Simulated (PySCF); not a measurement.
CaBi (charge −1, triplet)

```yaml
atoms:
  - { symbol: Ca, position_ang: [0.0000, 0.0000, -2.5243] }
  - { symbol: Bi, position_ang: [0.0000, 0.0000, 0.4827] }
```

Core potentials replace the inner electrons of Bi.

All numbers below come from PySCF 2.14.0, PBE0/def2-SVPD, non-relativistic Hamiltonian with scalar-relativistic core potentials where named, at a bond length of 3.007 Å.

Q: What will maps of the electron density, electron localisation function and spin density show?

A: Ca–Bi (3.01 Å): ρ at the midpoint is about 0.24 e/Å³; the ELF reaches about 0.55 near the midpoint.
The unpaired spin (2 electrons) lies mostly on Bi2 (about 1.3) and Ca1 (about 0.7), in electrons by Hirshfeld's partition.

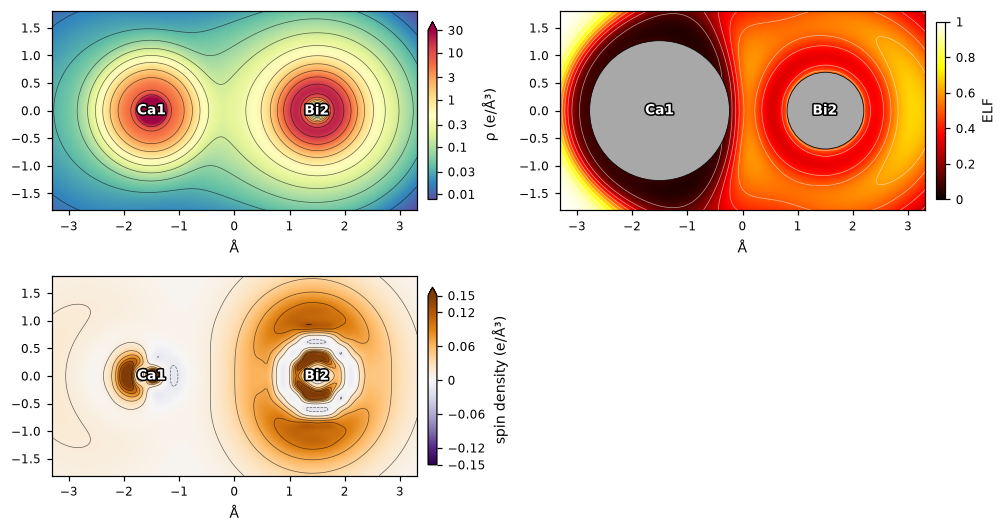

Computed electron density, electron localisation function and spin density on a plane that holds the molecular axis, in this order. Grey discs cover the atomic cores in the ELF map. 
